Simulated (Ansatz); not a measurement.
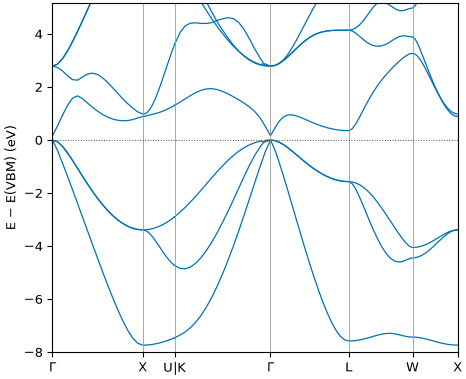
Figure: Band structure from PBE in the plane-wave PAW code Ansatz

**Question.** Read off the gap and where the band edges lie.

**Answer.** About 0.2 eV (0.16 eV by a search for the band edges); maximum at Γ, minimum at Γ.

The material is BiB (zinc blende, F-43m).

The cell is a constructed one: a structure type filled with these elements; neither database checked (COD, Materials Project) lists it. Its standing as an ambient phase is unchecked. The PBE relaxation kept the symmetry of its start; whether a distortion lowers the energy is not shown. Scalar-relativistic: spin–orbit coupling is off unless named, which matters more the heavier the elements.

Potentials: the later of the program's two PAW sets.
